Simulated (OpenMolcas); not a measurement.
## Run report: Al2H4 (charge −1), geometry relaxation (part 4 of 4)

The same run, continued: Al2H4, charge −1, multiplicity 2; HF/ANO-XS-MB, UHF, BSS, PCM solvent chlorobenzene (OpenMolcas 26.06). The run did not end well. The geometry comes from this level: GFN2-xTB.

Geometry of the input (Å):
```
Al -0.8541  -0.9475  0.0105
Al 0.4499  1.1689  0.2433
H  -2.1960  -1.7681  0.2746
H  0.3663  -1.6390  -0.7642
H  1.6916  0.5121  -0.5277
H  0.5423  2.6737  0.7635
```

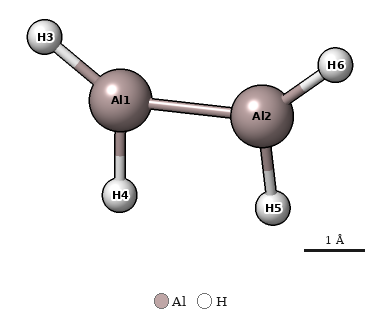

**Figure 1.** The geometry at step 3 of the log (ball-and-stick view, seen at a tilt; atoms are numbered from 1 in the order of the input).

Trajectory as extended XYZ (Å, eV, eV/Å), 6 frames, from step=0 to step=5:
```
6
Properties=species:S:1:pos:R:3:forces:R:3 step=0 energy=-13258.51197
Al   -0.8541   -0.9475    0.0105   -2.5961   9.7666   6.8089
Al    0.4499    1.1689    0.2433  -12.7713  -6.8252   5.3670
H    -2.1960   -1.7681    0.2746  -14.0692   1.9119   5.4041
H     0.3663   -1.6390   -0.7642   12.3357   4.4778 -31.2948
H     1.6916    0.5121   -0.5277   13.3375   4.9263 -38.9731
H     0.5423    2.6737    0.7635   -6.5517  14.6972   8.4102
6
Properties=species:S:1:pos:R:3:forces:R:3 step=1 energy=-13269.10094
Al   -0.8436   -0.9646    0.0033   15.7735  16.9792   5.2974
Al    0.4781    1.1355    0.2407  -32.1111  -8.6274  14.8813
H    -2.2655   -1.6815    0.3180  -62.6099  14.5044 -18.8948
H     0.4042   -1.6963   -0.7819    8.5599   7.6770 -31.7567
H     1.7938    0.5480   -0.5778    9.0858  -8.6469 -117.5196
H     0.4330    2.6589    0.7977   -1.5333  22.0665  49.5800
6
Properties=species:S:1:pos:R:3:forces:R:3 step=2 energy=-13297.86534
Al   -0.8367   -0.9635   -0.0052   47.2297  24.1877  -2.1898
Al    0.4928    1.1228    0.2548  -133.4534  32.7965  92.3143
H    -2.2999   -1.6458    0.3084  -133.9574  22.3072 -54.7341
H     0.4503   -1.7084   -0.7399    0.1557   0.5425 -17.2051
H     1.7985    0.5373   -0.6496  101.1759 -83.1618 -591.0932
H     0.3950    2.6577    0.8315   10.3568  25.1461  69.5807
6
Properties=species:S:1:pos:R:3:forces:R:3 step=3 energy=-13404.00891
Al   -0.8389   -0.9564   -0.0114   66.8614  29.3467  -6.4087
Al    0.5059    1.1153    0.2696  -542.1316 219.7578 413.5745
H    -2.3153   -1.6341    0.2917  -183.3813  29.9725 -71.4640
H     0.4714   -1.7097   -0.6959   -1.5542  -2.4819  -8.9265
H     1.8019    0.5318   -0.7062  1508.9704 -994.1287 -3274.5262
H     0.3751    2.6531    0.8522   16.9478  23.2170  67.5739
6
Properties=species:S:1:pos:R:3 step=4 energy=-13699.11425
Al   -0.8433   -0.9495   -0.0134
Al    0.5186    1.1097    0.2708
H    -2.3233   -1.6258    0.2899
H     0.4750   -1.7059   -0.6736
H     1.8248    0.5294   -0.7430
H     0.3481    2.6422    0.8694
6
Properties=species:S:1:pos:R:3 step=5 energy=-15053.85938
Al   -0.8440   -0.9417   -0.0091
Al    0.5273    1.1074    0.2713
H    -2.3261   -1.6202    0.2835
H     0.4827   -1.6873   -0.6596
H     1.8370    0.5039   -0.7635
H     0.3232    2.6380    0.8773
```

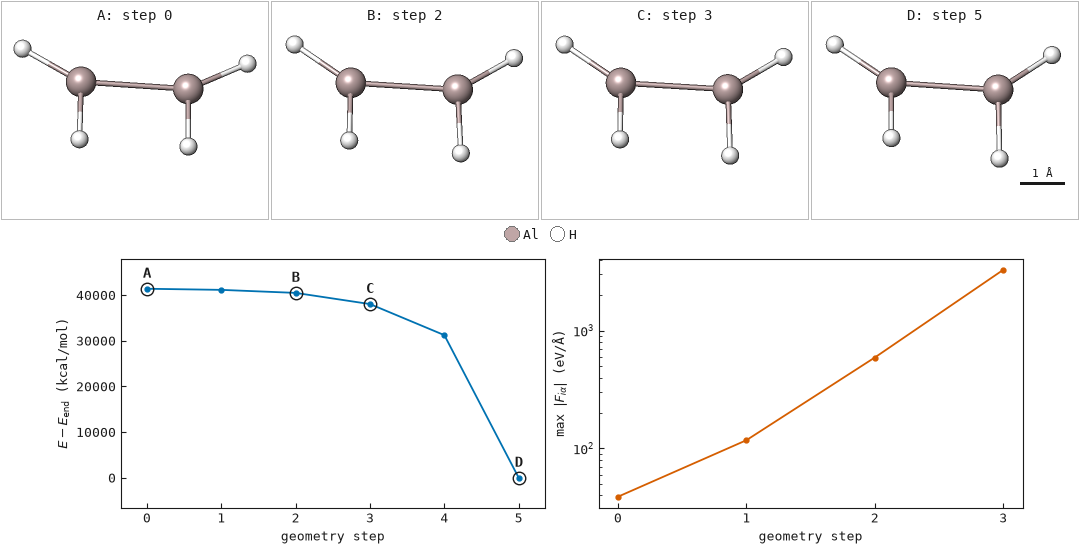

**Figure 2.** Frames of the relaxation (ball-and-stick view, seen at a tilt) above the curves, on which the letters mark them (steps are counted from 0).

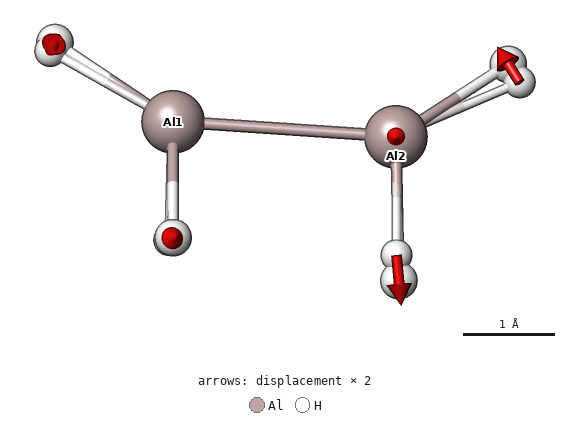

**Figure 3.** Start (faint) and end (solid) with the displacements as red arrows, magnified 2 times (ball-and-stick view, seen at a tilt). The two geometries are laid on each other by the best rigid fit. The relaxation stopped without meeting its thresholds, so the last structure isn't shown to be converged. The energy falls by 41401.7 kcal/mol in 5 geometry steps. H5 moves most after the best rigid fit: 0.28 Å. By element the largest moves are H 0.28 Å, Al 0.10 Å. Among the contacts that change: Al2–H5 1.602 → 1.775 Å, Al1–H3 1.595 → 1.656 Å, Al1–H4 1.602 → 1.655 Å, Al1–Al2 2.497 → 2.481 Å. Among the angles that change: Al1–Al2–H6 149.4° → 137.3°, H5–Al2–H6 119.9° → 128.1°, H3–Al1–H4 119.9° → 127.0°. (Atoms are counted from 1 in the order of the input.)

What the run reported:

- outcome: not converged
- basis functions: 22
- wall time: 22 s
- peak memory: 0.23 GiB

The run did not converge. Its last values are not results.
